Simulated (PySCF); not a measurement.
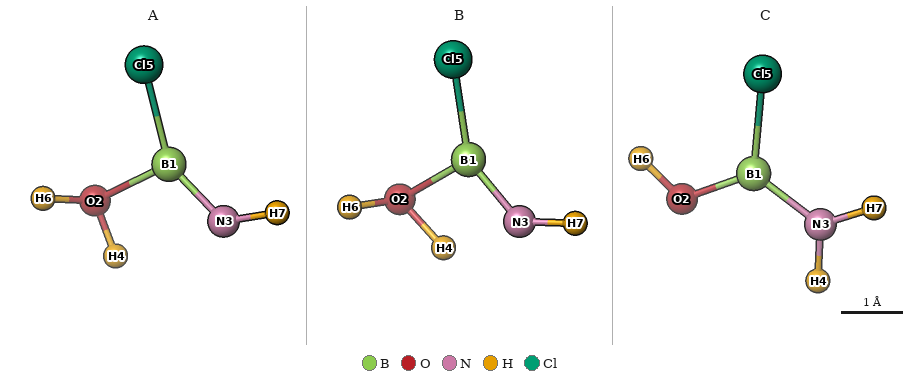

Three geometries of BNH$_{3}$OCl: a saddle point and the two minima that it joins, in shuffled order. The picture is a ball-and-stick view, seen at a tilt. Sticks join atoms that are closer than about 1.2 times the sum of their covalent radii (a little more with hydrogen).

Stationary points at PBE0-D4/def2-TZVP, single-point energies with CCSD(T)/CBS (def2-TZVPP where no basis is named; PySCF 2.14.0). The energies are electronic, without zero-point or thermal terms, and both ends are the minima reached downhill from the saddle, with any fragments still in contact. CCSD(T)/CBS stands for a frozen-core estimate: MP2 correlation extrapolated from def2-TZVPP and def2-QZVPP, CCSD(T) minus MP2 from the smaller set.

Q: Identify the saddle point and describe the reaction.

A: Frame B is the saddle point. Counted by bonded pieces, C holds BH₃NClO and A holds BHNCl + H₂O. From C over the saddle to A, a bond forms: O2–H4 (2.64 → 1.09 → 0.98 Å). Bonds break: B1–O2 (1.36 → 1.56 → 1.61 Å), N3–H4 (1.00 → 1.53 → 2.11 Å). The saddle has one imaginary mode, 924i cm⁻¹. With CCSD(T)/CBS the barrier is 70.6 kcal/mol from C and 4.0 kcal/mol from A, and A lies 66.6 kcal/mol above C.
